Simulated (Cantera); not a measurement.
A closed system holds: 1 mol TEOS, a varied amount of CO2, held at 1700 K and 1.00 Torr.

These are equilibrium values from Cantera (NASA tables, ideal gas, pure condensed phases), not measurements of a reactor. Candidate condensed phases: C, C6H6, C7H8, C8H18, H2O, Si, SiC, SiO2; 123 gas species. The feed counts by its element totals alone. The tables hold silica as quartz up to 1696 K and as liquid above; real silica turns to tridymite and cristobalite and melts near 1996 K. Rates play no part.

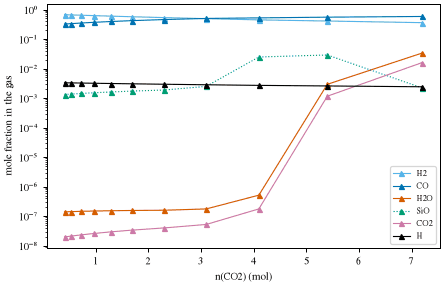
Equilibrium gas composition (values under 1e-9 drawn at 1e-9)

From 0.41 mol CO2 to 2.3 mol CO2 the condensed part is C(graphite) + SiC(s). From 3.1 mol CO2 to 4.1 mol CO2 the condensed part is SiC(s). From 5.4 mol CO2 to 7.2 mol CO2 the condensed part is SiO2(condensed). The main Si-bearing gas is SiO throughout. The share of Si in condensed phases is highest at 0.41 mol CO2 (98.0 %) and lowest at 5.4 mol CO2 (30.1 %).
